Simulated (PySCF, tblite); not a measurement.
**C₅H₆NS radical: geometry, infrared bands and EPR parameters**

What infrared bands and EPR parameters should C₅H₆NS radical (`N#C[C@@H]1[CH]CCS1`) show?

Computed with tblite 0.8.0 and PySCF 2.14.0, with density-fitted response routines of our own, on a single molecule in the gas phase. Atoms count from 0, in the outputs and in this text.

## 1. The molecule as given

13 atoms, charge 0, multiplicity 2; geometry from: force field or distance geometry start.

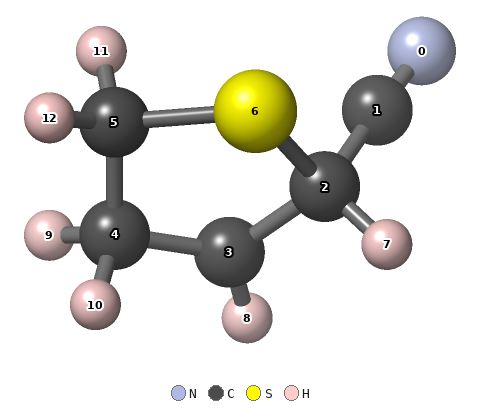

The starting geometry (nitrogen light blue, carbon dark grey, sulfur yellow, hydrogen pink), atoms numbered; sticks join atoms by distance.

## 2. Relaxing the molecule with GFN2-xTB

The job: settings as JSON, then the geometry in Å.

```
{"job": {"kind": "relax", "xc": "GFN2-xTB", "basis": "xTB"}, "charge": 0, "multiplicity": 2}
N      2.968900     1.439800     0.520800
C      2.165400     0.598300     0.432900
C      1.186700    -0.492200     0.320100
C      0.356100    -0.305300    -0.933300
C     -1.113200    -0.146500    -0.706700
C     -1.329900     0.341600     0.707300
S     -0.044300    -0.492000     1.671400
H      1.682000    -1.457800     0.303200
H      0.784900    -0.463000    -1.909300
H     -1.535500     0.565900    -1.427500
H     -1.614000    -1.109900    -0.874000
H     -1.182000     1.421700     0.787000
H     -2.329400     0.099900     1.090600
```

Started as:

```console
> OMP_NUM_THREADS=1 python probes_run.py task.json out
```

The driver reads the jobs from task.json and runs them one after another.

What it wrote:

```text
step      E/eV     max force
  0    -539.05300    2.920
  1    -538.96113    8.074
  2    -539.14195    0.669
  3    -539.15252    0.416
  4    -539.16631    0.269
  5    -539.17077    0.225
  6    -539.17545    0.153
  7    -539.17681    0.124
  8    -539.17845    0.140
  9    -539.17964    0.119
 10    -539.18049    0.096
 11    -539.18118    0.098
 12    -539.18224    0.102
 13    -539.18383    0.154
 14    -539.18554    0.140
 15    -539.18662    0.079
 16    -539.18732    0.065
 17    -539.18799    0.079
 18    -539.18876    0.093
 19    -539.18948    0.075
 20    -539.19007    0.065
 21    -539.19058    0.076
 22    -539.19112    0.089
 23    -539.19177    0.086
 24    -539.19259    0.109
 25    -539.19366    0.133
 26    -539.19505    0.123
 27    -539.19657    0.116
 28    -539.19798    0.096
 29    -539.19924    0.127
 30    -539.20036    0.139
 31    -539.20132    0.101
 32    -539.20194    0.058
 33    -539.20223    0.058
 34    -539.20238    0.066
 35    -539.20262    0.055
 36    -539.20304    0.099
 37    -539.20368    0.105
 38    -539.20422    0.062
 39    -539.20494    0.078
 40    -539.20583    0.150
 41    -539.20699    0.183
 42    -539.20797    0.135
 43    -539.20869    0.074
 44    -539.20948    0.078
 45    -539.21053    0.094
 46    -539.21171    0.186
 47    -539.21264    0.084
 48    -539.21316    0.365
 49    -539.21398    0.161
 50    -539.21455    0.121
 51    -539.21541    0.071
 52    -539.21638    0.094
 53    -539.21735    0.086
 54    -539.21841    0.068
 55    -539.21923    0.067
 56    -539.21986    0.060
 57    -539.22016    0.121
 58    -539.22039    0.097
 59    -539.22052    0.027
 60    -539.22063    0.025
 61    -539.22073    0.038
 62    -539.22084    0.040
 63    -539.22092    0.033
 64    -539.22100    0.023
 65    -539.22107    0.021
 66    -539.22116    0.036
 67    -539.22126    0.045
 68    -539.22136    0.037
 69    -539.22146    0.023
 70    -539.22156    0.027
 71    -539.22169    0.032
 72    -539.22183    0.048
 73    -539.22198    0.075
 74    -539.22217    0.091
 75    -539.22241    0.083
 76    -539.22265    0.049
 77    -539.22278    0.025
 78    -539.22283    0.014
 79    -539.22285    0.011
 80    -539.22287    0.009
```

It took 0.37 s on 1 thread of Arm Neoverse V2, shared host.

The steps of the relaxation: (not every step is listed) (the energy doesn't fall at every step)

```tsv
step	energy from step 0 (eV)	largest force (eV/Å)
0	0.0000	2.9196
1	0.0919	8.0737
2	-0.0889	0.6690
3	-0.0995	0.4164
4	-0.1133	0.2693
5	-0.1178	0.2252
6	-0.1224	0.1532
7	-0.1238	0.1236
8	-0.1255	0.1403
14	-0.1325	0.1401
20	-0.1371	0.0646
26	-0.1421	0.1233
32	-0.1489	0.0584
38	-0.1512	0.0621
44	-0.1565	0.0780
50	-0.1616	0.1210
56	-0.1669	0.0597
62	-0.1678	0.0400
68	-0.1684	0.0372
74	-0.1692	0.0908
75	-0.1694	0.0832
76	-0.1697	0.0487
77	-0.1698	0.0252
78	-0.1698	0.0144
79	-0.1698	0.0112
80	-0.1699	0.0093
```

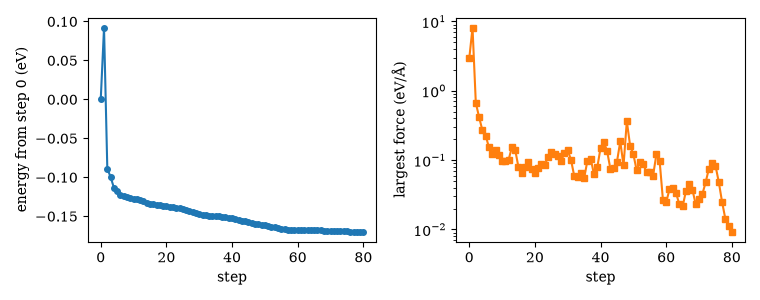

Energy and largest force along the relaxation.

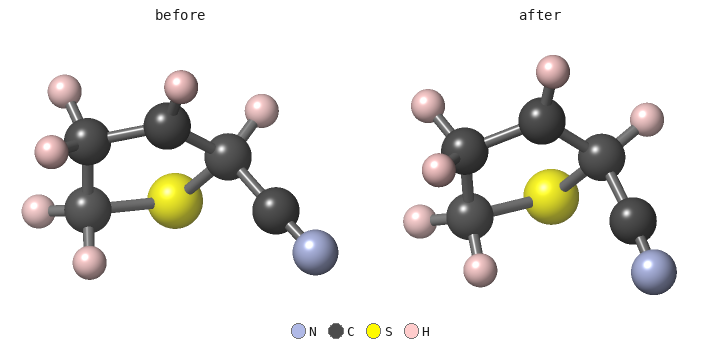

The geometry before (left) and after (right).

Close pairs (by a distance rule), those that changed most:

```tsv
bond	before (Å)	after (Å)	change (Å)
C2–C3	1.515	1.471	-0.044
C2–S6	1.828	1.858	+0.030
C1–C2	1.470	1.445	-0.024
N0–C1	1.167	1.144	-0.023
C4–C5	1.511	1.528	+0.017
C3–C4	1.495	1.479	-0.016
C5–S6	1.810	1.825	+0.014
C5–H12	1.097	1.087	-0.011
```

The end geometry stands in the next job.

## 3. Vibrational analysis with GFN2-xTB

The job: settings as JSON, then the geometry in Å.

```
{"job": {"kind": "ir", "xc": "GFN2-xTB", "basis": "xTB"}, "charge": 0, "multiplicity": 2}
N      2.358384     1.712115     0.532660
C      1.875030     0.680531     0.428443
C      1.183453    -0.578024     0.265530
C      0.347833    -0.539462    -0.944578
C     -1.033490    -0.051528    -0.742437
C     -1.185099     0.339765     0.727024
S     -0.027259    -0.710295     1.668419
H      1.894410    -1.406599     0.313622
H      0.683581    -0.945497    -1.879761
H     -1.268674     0.799145    -1.393477
H     -1.745335    -0.847219    -1.003601
H     -0.901839     1.379714     0.894551
H     -2.185383     0.167840     1.115875
```

What it wrote:

```text
mode    cm-1     km/mol
  1      72.7      3.08
  2     112.7      2.32
  3     153.1      2.41
  4     196.1      2.58
  5     368.0     20.18
  6     391.9      6.07
  7     485.4      3.42
  8     508.4      3.35
  9     597.9      2.62
 10     697.3      1.14
 11     729.7      2.69
 12     823.1      5.04
 13     913.0      3.51
 14     943.2      1.15
 15     966.8      3.04
 16    1018.7      3.36
 17    1077.3      1.41
 18    1080.1      0.11
 19    1107.4      0.89
 20    1148.1      1.92
 21    1189.5      9.69
 22    1227.6      5.10
 23    1281.1      8.27
 24    1294.5     15.75
 25    1436.3      6.21
 26    1452.3      3.67
 27    2379.8    241.29
 28    2864.0     13.02
 29    2913.8     19.14
 30    2940.7      4.90
 31    2979.3     11.18
 32    3032.9      8.53
 33    3143.1     14.99
```

It took 0.29 s on 1 thread of Arm Neoverse V2, shared host.

Which atoms move in the most intense modes:

```tsv
cm⁻¹	km/mol	atoms
368	20.2	H8 45 %, C3 21 %, C1 16 %
1190	9.7	H7 51 %, C2 34 %
1294	15.8	C3 38 %, H10 19 %, H8 16 %
2380	241.3	C1 59 %, N0 40 %
2864	13.0	H10 72 %, H9 19 %
2914	19.1	H9 74 %, H10 21 %
2979	11.2	H11 92 %
3143	15.0	H8 93 %
```

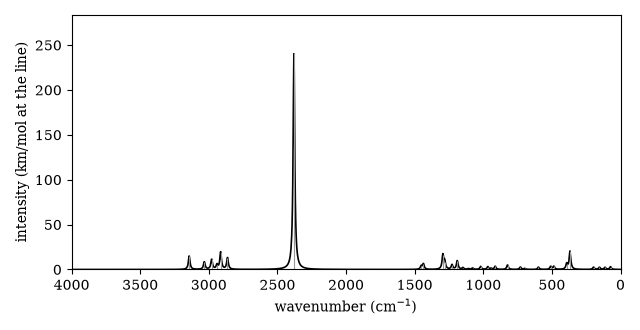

The infrared spectrum from these modes, unscaled. Lines are broadened to a width of 14 cm⁻¹ (Lorentzian).

## 4. EPR parameters: B3LYP/pcH-1

The job, as its differences from that of step 3:

```diff
@@ -1,2 +1,2 @@
-{"job": {"kind": "ir", "xc": "GFN2-xTB", "basis": "xTB"}, "charge": 0, "multiplicity": 2}
+{"job": {"kind": "epr", "basis": "pcH-1"}, "charge": 0, "multiplicity": 2}
 N      2.358384     1.712115     0.532660
```

With the program's defaults for keys left out, this is: UKS B3LYP, pcH-1 on C H N S, non-relativistic, mean-field spin-orbit, GIAO.

What it wrote:

```text
UKS, coarse grid
  cycle   1  E = -646.96335432  |g| = 3.58e-01
  cycle   2  E = -646.76906011  |g| = 7.56e-01
  cycle   3  E = -647.02097557  |g| = 1.01e-01
  cycle   4  E = -647.02505751  |g| = 4.26e-02
  cycle   5  E = -647.02588817  |g| = 1.10e-02
  cycle   6  E = -647.02595407  |g| = 4.37e-03
  cycle   7  E = -647.02596440  |g| = 1.30e-03
  cycle   8  E = -647.02596452  |g| = 5.60e-04
UKS, final grid
  cycle   1  E = -647.02596196  |g| = 6.89e-04
  cycle   2  E = -647.02596176  |g| = 9.60e-04
  cycle   3  E = -647.02596218  |g| = 1.50e-04
  cycle   4  E = -647.02596219  |g| = 4.48e-05
  cycle   5  E = -647.02596219  |g| = 2.64e-05
E = -647.02596219 Eh   <S^2> = 0.7541 (exact 0.7500)
g shifts (ppm)      1          2          3
  rmc          -154       -154       -154
  gc             21         24         19
  oz_so       -1139        827       1378
  total       -1272        698       1244
hyperfine (MHz)  atom isotope    a_iso     a_fc   dipolar eigenvalues
    0   14N       1.09       1.09     -2.00     -1.30      3.30
    1   13C      82.24      82.25     -4.56     -2.80      7.36
    2   13C     -33.87     -33.86     -2.90     -0.00      2.91
    3   13C      92.52      92.63    -81.86    -81.55    163.41
    4   13C     -31.06     -31.06     -2.52      0.93      1.60
    5   13C       2.21       2.20     -1.17     -0.41      1.57
    6   33S       0.64       0.60     -5.97     -4.40     10.36
    7    1H      34.06      34.07     -4.78     -3.99      8.76
    8    1H     -63.96     -63.97    -38.70     -0.66     39.36
    9    1H      95.44      95.44     -5.55     -3.21      8.76
   10    1H     122.94     122.94     -5.19     -3.94      9.13
   11    1H      -0.93      -0.93     -2.60     -2.07      4.67
   12    1H      -2.89      -2.89     -1.85     -1.41      3.26
```

It took 66 s on 1 thread of Arm Neoverse V2, shared host; peak memory 0.99 GiB.

Principal g values 2.00105, 2.00302, 2.00356; g(iso) = 2.00254, against 2.00232 for a free electron.

Hyperfine couplings, nucleus by nucleus at this fixed geometry (no averaging over rotations):

```tsv
nuclei	isotope	a(iso) (MHz)	a(iso) (G, at g = 2.0023)	largest dipolar term (MHz)
H10	1H	122.9	43.9	9.1
H9	1H	95.4	34.1	8.8
C3	13C	92.5	33.0	163.4
C1	13C	82.2	29.3	7.4
H8	1H	-64.0	-22.8	39.4
H7	1H	34.1	12.2	8.8
C2	13C	-33.9	-12.1	2.9
C4	13C	-31.1	-11.1	-2.5
H12	1H	-2.9	-1.0	3.3
C5	13C	2.2	0.8	1.6
N0	14N	1.1	0.4	3.3
H11	1H	-0.9	-0.3	4.7
S6	33S	0.6	0.2	10.4
```

Mulliken spin populations:

N0 0.03; C1 0.02; C2 -0.07; C3 1.01; C4 -0.08; C5 0.00; S6 0.04; H7 0.01; H8 -0.04; H9 0.04; H10 0.05; H11 0.00; H12 0.00

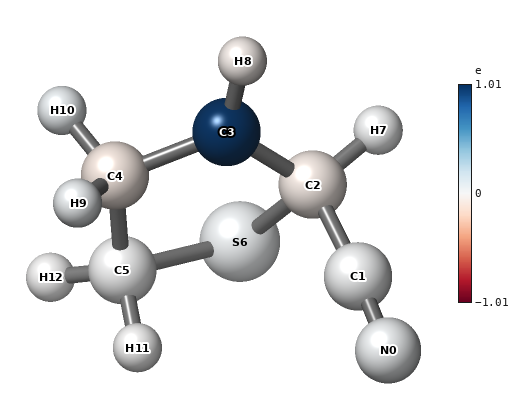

Mulliken spin populations, as colours on the atoms.

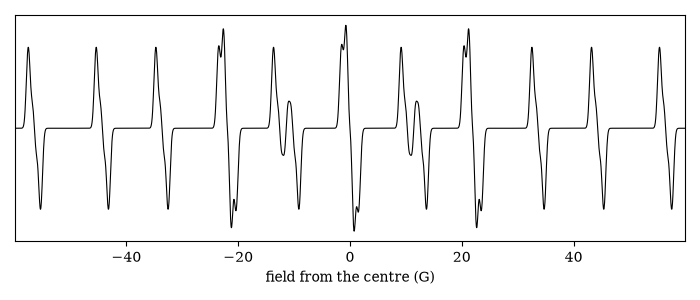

First-order isotropic spectrum (first derivative, main isotopes with spin only, couplings over 0.8 MHz, Gaussian width 0.3 G; couplings of the frozen geometry, rotation of groups not averaged beyond the rows shown).

Orbitals, density, ELF and potential are computed afterwards from the orbital file.

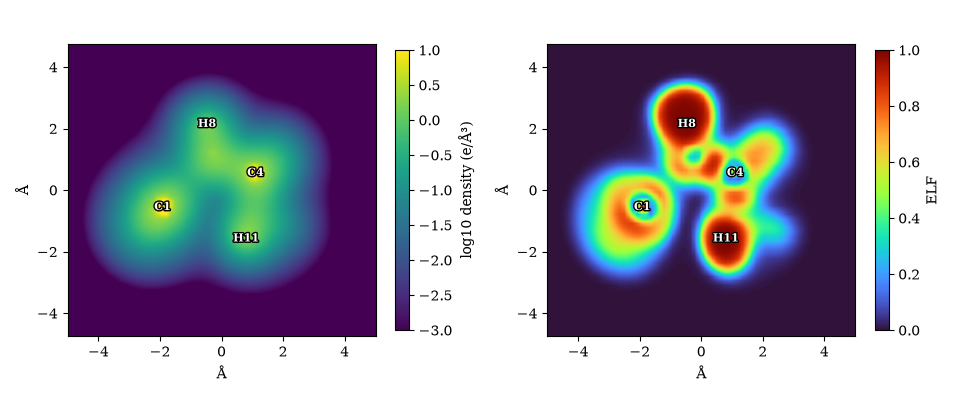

Density (left) and ELF (right) in a plane through or near 4 of the atoms.

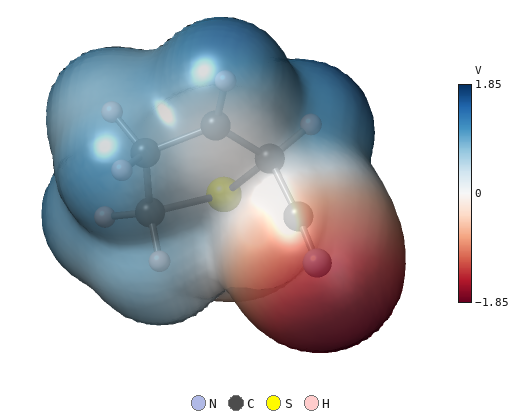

Electrostatic potential on the surface of density 0.002 e/bohr³; red is low, blue high. It runs from -1.85 V near N0 to 1.39 V near H7.

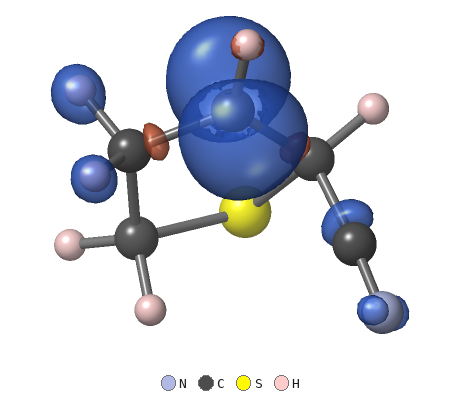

Spin density at ±0.04 e/Å³ (alpha excess blue, beta excess red).

## 5. Results

| quantity | value |
| --- | --- |
| strongest single infrared mode (GFN2-xTB) | 2380 cm⁻¹, 241 km/mol |
| zero-point energy (GFN2-xTB) | 59.4 kcal/mol |
| g(iso) (B3LYP) | 2.00254 |
| ⟨S²⟩ | 0.754 (exact 0.75) |
| largest a(iso) | 1H on H10, 122.9 MHz |
| potential on the surface of density 0.002 e/bohr³, 1st and 99th percentile | -1.85 V and 1.39 V |

Over 80 steps the energy fell by 0.170 eV; of the close pairs, C2–C3 changed most, 1.515 to 1.471 Å. No mode is imaginary among the 33: a minimum at this level. The strongest single mode, at 2380 cm⁻¹, moves mainly C1 and N0. GFN2-xTB is a fitted tight-binding method: band positions and strengths are rough. Its intensities can rank the bands wrongly. C3 carries the largest spin population, 1.01 e. The isotropic g lies 0.2 ppt above the free-electron value. These values are for one conformer; the search (at its own cheap level) found 2 more, at 0.00, 0.84 kcal/mol (those within 0.05 may be mirror or relabelled copies), and measured spectra average over such forms.
